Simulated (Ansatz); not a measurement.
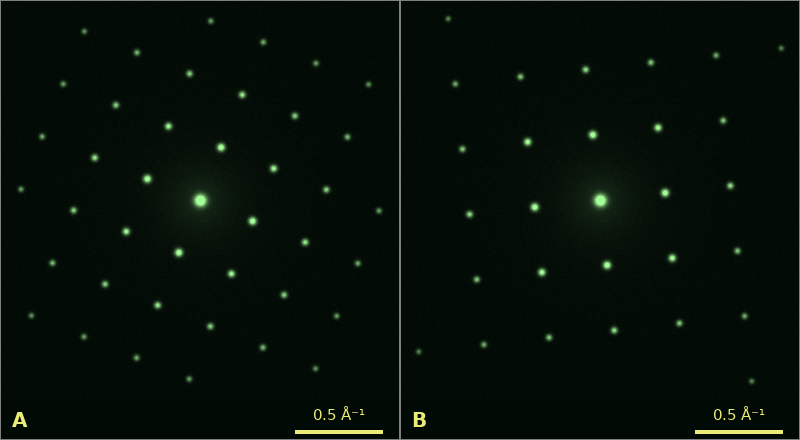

Kinematic electron diffraction patterns (300 kV, B = 0.5 Å², same scale, each along a low-index zone) of two structures of composition HgH2, each relaxed at zero pressure with DFT PBE, scalar-relativistic, plane waves, PAW (Ansatz).

The structures (standard cells):
1. P4/nmm (No. 129), a = 3.751 Å, c = 7.425 Å, 6 atoms; generated start, possibly hypothetical
2. Pn-3m (No. 224), a = 4.338 Å, 6 atoms; generated start, possibly hypothetical

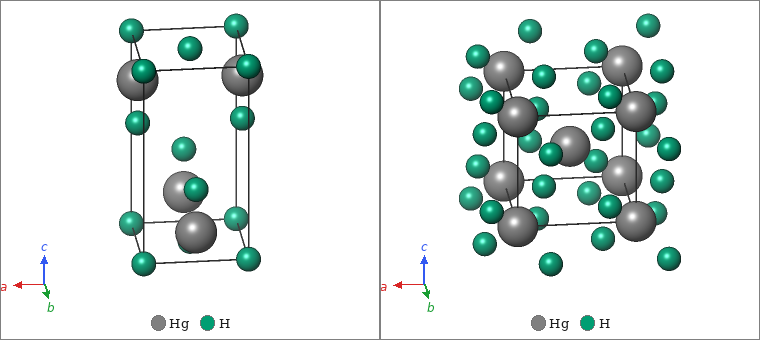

Drawings of the structures 1 to 2, from left to right (each may span several cells).

> Which pattern belongs to which structure, and along which zone?

A is structure 2 along [001] or an equivalent direction: square net of 1 -1 0 at d = 3.07 Å and 1 1 0 at d = 3.07 Å, 90.0° apart (some points of this net are extinct or too weak to see). B is structure 1 along [001]: square net of 1 -1 0 at d = 2.65 Å and 1 1 0 at d = 2.65 Å, 90.0° apart (some points of this net are extinct or too weak to see).

> Which structure lies lowest at this level of theory, and by how much?

Structure 2 (Pn-3m, 13.60 Å³ an atom) is the lowest of these; structure 1 (P4/nmm, 17.41 Å³ an atom) lies about 90 meV an atom higher. These are static energies at 0 K; other structures, not shown, may lie lower still.
